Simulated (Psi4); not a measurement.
# BPNH5 (SMILES NBP): MP3/def2-SVPD

Aim: the vertical ionisation energy of BPNH5 at MP3/def2-SVPD, from 2 runs. 

Program for the calculation: Psi4 1.11.

1 further run of the same task is left out (set aside as unsound or not needed).

### Step 1. The molecule

The species is BPNH5 (8 atoms), meant as a singlet with charge 0. SMILES: `NBP`. The coordinates come from a GFN2-xTB relaxation. This is one conformer, not always the lowest.

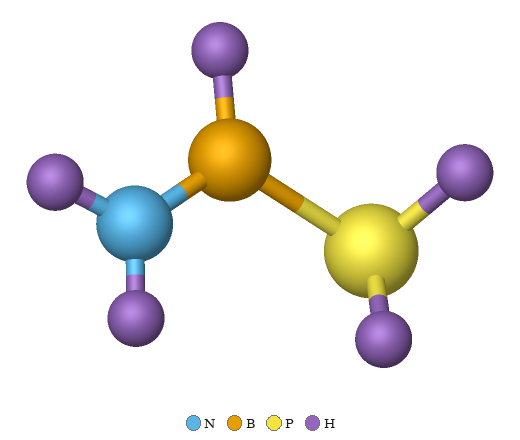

Viewed from a chosen angle; nitrogen blue, boron amber, phosphorus yellow, hydrogen purple.

### Step 2. A single-point energy at MP3/def2-SVPD

Input file job.in:

```
memory 1600 mb

molecule system {
  N     -1.99492718     1.19768952    -0.76354384
  B      0.53031384     1.04779644    -0.13985863
  P      2.22630524    -2.13899990    -0.18642148
  H     -3.06451216    -0.31728502    -1.19965484
  H     -2.96224019     2.83139555    -0.88318240
  H      1.66004881     2.90222248     0.28997847
  H      0.25352566    -3.60181799     0.72009904
  H      3.35148597    -1.92098219     2.16258368
  units bohr
  symmetry c1
  no_reorient
  no_com
}

set {
  basis def2-SVPD
  reference rhf
  puream true
  e_convergence 1e-09
  d_convergence 1e-08
  scf_type pk
  num_frozen_docc 7
  mp_type conv
}

energy("mp3")
```

Started as:

```bash
$ psi4 -n 1 job.in job.out
```

job.out:

```text
[...]
  Running in c1 symmetry.
[...]
  Nuclear repulsion =   92.828694206217847
[...]
  Multiplicity = 1
[...]
  Nalpha       = 16
  Nbeta        = 16
[...]
    Number of basis functions: 104
[...]
   @RHF iter   1:  -422.55630022571370   -5.66951e-01   3.93634e-03 ADIIS/DIIS
[...]
   @RHF iter  12:  -422.66184668774741   -4.49063e-12   3.58227e-09 DIIS
[...]
    Orbital Energies [Eh]
    ---------------------
    Doubly Occupied:
       1A    -79.887577     2A    -15.568116     3A     -7.603663
       4A     -7.457940     5A     -5.357458     6A     -5.356849
       7A     -5.355900     8A     -1.159805     9A     -0.849928
      10A     -0.712759    11A     -0.689145    12A     -0.562726
      13A     -0.504076    14A     -0.467124    15A     -0.437713
      16A     -0.352934
[...]
  @RHF Final Energy:  -422.66184668774741
   => Energetics <=
    Nuclear Repulsion Energy =             92.8286942062178468
    One-Electron Energy =                -766.3336582455910957
    Two-Electron Energy =                 250.8431173516258355
    Total Energy =                       -422.6618466877474134
[...]
 Multipole Moments:
 ------------------------------------------------------------------------------------
     Multipole            Electronic (a.u.)      Nuclear  (a.u.)        Total (a.u.)
 ------------------------------------------------------------------------------------
 L = 1.  Multiply by 2.5417464519 to convert [e a0] to [Debye]
 Dipole X            :        -22.1915392           21.3199656           -0.8715735
 Dipole Y            :         18.8845955          -18.5686568            0.3159386
 Dipole Z            :          7.8206861           -7.7505983            0.0700878
 Magnitude           :                                                    0.9297150
[...]
	SCS-MP2 Total Energy (a.u.)        :  -423.06641905263365
	SOS-MP2 Total Energy (a.u.)        :  -423.06750906543107
[...]
	SOS-PI-MP2 Total Energy (a.u.)     :  -423.09871386371441
[...]
	MP2 Total Energy (a.u.)            :  -423.06423902703887
[...]
	SCS-MP3 Total Energy (a.u.)        :  -423.07568105983557
[...]
	MP3 Total Energy (a.u.)            :  -423.10128705584663
[...]
```

It took 17 s on 1 thread of AMD EPYC 7B13 (Zen 3), shared host; peak memory 1.1 GiB.

### Step 3. The doublet cation at the same level

Input file job.py:

```python
import psi4

psi4.set_memory('1600 MB')
psi4.set_num_threads(1)
psi4.core.set_output_file('output.dat', False)

mol = psi4.geometry("""
1 2
N     -1.055670     0.633790    -0.404050
B      0.280630     0.554470    -0.074010
P      1.178110    -1.131910    -0.098650
H     -1.621670    -0.167900    -0.634830
H     -1.567550     1.498310    -0.467360
H      0.878460     1.535790     0.153450
H      0.134160    -1.906000     0.381060
H      1.773530    -1.016540     1.144390
units angstrom
symmetry c1
""")

psi4.set_options({
    'basis': 'def2-SVPD',
    'reference': 'uhf',
    'puream': True,
    'e_convergence': 1e-09,
    'd_convergence': 1e-08,
    'scf_type': 'pk',
    'num_frozen_docc': 7,
    'maxiter': 200,
    'mp_type': 'conv',
})

result = psi4.energy('mp3')
print(f'total energy {result:.8f} hartree = {result * 27.211386:.5f} eV')
```

Started as:

```bash
$ python job.py
```

output.dat:

```text
[...]
  Running in c1 symmetry.
[...]
  Nuclear repulsion =   92.828694112949151
[...]
  Multiplicity = 2
[...]
  Nalpha       = 16
  Nbeta        = 15
[...]
    Number of basis functions: 104
[...]
   @UHF iter   1:  -422.23516253873117   -2.45814e-01   3.92601e-03 DIIS/ADIIS
[...]
   @UHF iter  17:  -422.35393702111082   -1.05160e-11   8.96930e-09 DIIS
[...]
   @S^2 Observed:                7.609027209E-01
[...]
    Orbital Energies [Eh]
    ---------------------
    Alpha Occupied:
       1A    -80.220997     2A    -15.770884     3A     -7.835288
       4A     -7.789982     5A     -5.698567     6A     -5.686094
       7A     -5.685058     8A     -1.359594     9A     -1.154524
      10A     -0.921728    11A     -0.890168    12A     -0.804267
      13A     -0.765104    14A     -0.734575    15A     -0.678522
      16A     -0.644784
    Alpha Virtual:
      17A     -0.099759    18A     -0.088190    19A     -0.071242
      20A     -0.042386    21A     -0.030806    22A     -0.015107
      23A     -0.000683    24A      0.031373    25A      0.043833
[...]
  @UHF Final Energy:  -422.35393702111082
   => Energetics <=
    Nuclear Repulsion Energy =             92.8286941129491510
    One-Electron Energy =                -757.9960411873126986
    Two-Electron Energy =                 242.8134100532527384
    Total Energy =                       -422.3539370211108235
  UHF NO Occupations:
  HONO-2 :   14  A 1.9994085
  HONO-1 :   15  A 1.9960257
[...]
 Multipole Moments:
 ------------------------------------------------------------------------------------
     Multipole            Electronic (a.u.)      Nuclear  (a.u.)        Total (a.u.)
 ------------------------------------------------------------------------------------
 L = 1.  Multiply by 2.5417464519 to convert [e a0] to [Debye]
 Dipole X            :          2.9434936           -2.8497847            0.0937088
 Dipole Y            :         -2.0265593            1.3854797           -0.6410796
 Dipole Z            :         -1.0860149            1.1152534            0.0292385
 Magnitude           :                                                    0.6485517
[...]
	SCS-MP2 Total Energy (a.u.)        :  -422.72859301359722
	SOS-MP2 Total Energy (a.u.)        :  -422.73000522022215
[...]
	SOS-PI-MP2 Total Energy (a.u.)     :  -422.75893354323068
[...]
	MP2 Total Energy (a.u.)            :  -422.72576860034746
[...]
	SCS-MP3 Total Energy (a.u.)        :  -422.73746649695261
[...]
	MP3 Total Energy (a.u.)            :  -422.76126253376907
[...]
```

Standard output:

```text
total energy -422.76126253 hartree = -11503.91990 eV
```

It took 40 s on 1 thread of AMD EPYC 7B13 (Zen 3), shared host; peak memory 1.1 GiB.

### Step 4. What came out

Level: MP3/def2-SVPD, 7 core orbitals frozen.

| quantity | value |
| --- | --- |
| singlet BPNH5: total energy | -423.10129 Eh |
| singlet BPNH5: HOMO energy (Hartree–Fock orbitals) | -9.60 eV |
| singlet BPNH5: LUMO energy (Hartree–Fock orbitals) | 2.05 eV |
| singlet BPNH5: HOMO–LUMO gap (Hartree–Fock orbitals) | 11.66 eV |
| singlet BPNH5: correlation energy (7 core orbitals frozen) | -439.4 mEh |
| doublet cation: total energy | -422.76126 Eh |
| doublet cation: HOMO energy (Hartree–Fock orbitals) (highest over α and β) | -17.23 eV |
| doublet cation: LUMO energy (Hartree–Fock orbitals) (lowest over α and β) | -7.29 eV |
| doublet cation: correlation energy (7 core orbitals frozen) | -407.3 mEh |
| doublet cation: ⟨S²⟩ of the reference determinant | 0.761 |
| vertical ionisation energy (to the doublet cation) | 9.253 eV |

In words: The vertical ionisation energy comes to 9.25 eV (893 kJ/mol).
